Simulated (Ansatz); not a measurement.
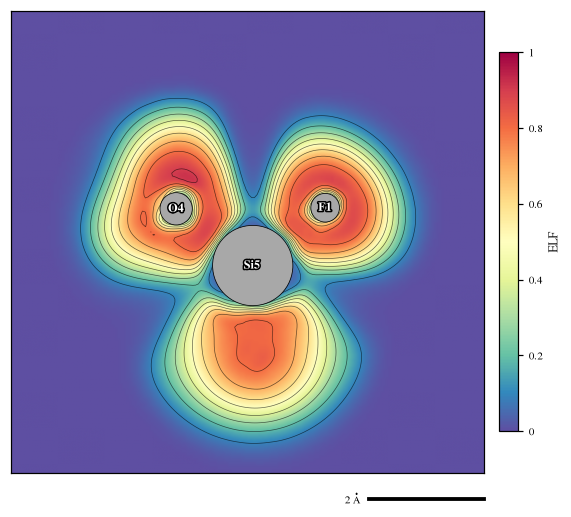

Figure. FH₄NO₂Si. ELF on the plane of atoms F1, Si5 and O4. Grey discs cover the atomic cores.

Geometry: B3LYP/6-31G*.

The calculation used Ansatz 0.2.0, isolated molecule in a Gaussian basis; Kohn-Sham density functional theory, functional PBE0.

Input

```
crystal:
  periodic: [false, false, false]
  atoms:
    - {symbol: F, position_ang: [1.053424, 0.761268, 1.871348]}
    - {symbol: "N", position_ang: [-0.522273, -1.043168, 0.870139]}
    - {symbol: O, position_ang: [0.990075, 0.621693, -0.890642]}
    - {symbol: O, position_ang: [2.146243, -1.330179, 0.784912]}
    - {symbol: Si, position_ang: [1.130036, -0.052037, 0.477657]}
    - {symbol: H, position_ang: [-0.939787, -1.344722, -0.011774]}
    - {symbol: H, position_ang: [-0.332858, -1.864949, 1.447445]}
    - {symbol: H, position_ang: [-1.192270, -0.444728, 1.356177]}
    - {symbol: H, position_ang: [2.812270, -1.434594, 0.090456]}
basis:
  gaussian:
    orbitals: def2-TZVPD
total_charge: 0
hamiltonian:
  xc: pbe0
output:
  forces: true
  orbitals: {seedname: orbitals}
```

Command:

```sh
ansatz run input.yaml --threads 1 --pin off --max-ram 2610MiB --events-out events.jsonl --progress --plain --runs-dir runs
```

### What does the map show?

The section cuts through F, O and Si sites. Si–F (1.62 Å): the ELF peaks at about 0.85 in the valence shell of F, 0.6 Å from its nucleus, and is about 0.50 at the midpoint. Si–O (1.66 Å): the ELF peaks at about 0.90 between the atoms: a polar covalent bond. The ELF also peaks beside O3, F1 and O4, away from the bonds: lone-pair regions.
